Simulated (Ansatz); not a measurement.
The figure comes from a scan of PbS (rock salt): one S atom of a 4-atom cell moves by u along (1.00, 0.00, 0.00) and v along (0.00, 0.00, 1.00). Method: PBE (plane waves to 420 eV, PAW, scalar-relativistic; Ansatz, a first-principles code). k mesh 4×8×8 (Γ-centred), Fermi-Dirac smearing 0.05 eV. E stands for the smeared free energy. As the smearing reaches across the gap at some points, energies and forces of such displacements shift with the k mesh and the smearing. PbS was relaxed with its symmetry unable to fall. Spin-orbit coupling is left out, though Pb is heavy. ΔE is measured from the undisplaced structure. Axes are in Å.

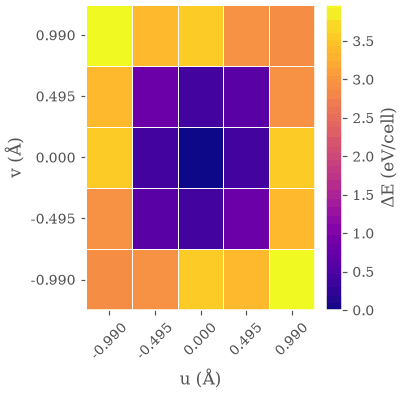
ΔE (eV/cell), one tile a computed point.

Problem. Read the plotted values off the figure, to the accuracy that the plot allows.

Solution. To the nearest 0.5:

ΔE (eV/cell), with u across and v down:

```
v \ u   -0.990  -0.495  0.000  0.495  0.990
------  ------  ------  -----  -----  -----
-0.990     3.0     3.0    3.5    3.5    4.0
-0.495     3.0     0.5    0.5    1.0    3.5
0.000      3.5     0.5    0.0    0.5    3.5
0.495      3.5     1.0    0.5    0.5    3.0
0.990      4.0     3.5    3.5    3.0    3.0
```

(For displaced atoms, the force is minus the slope of the energy, and its curvature is a force constant, which sets phonon frequencies.)
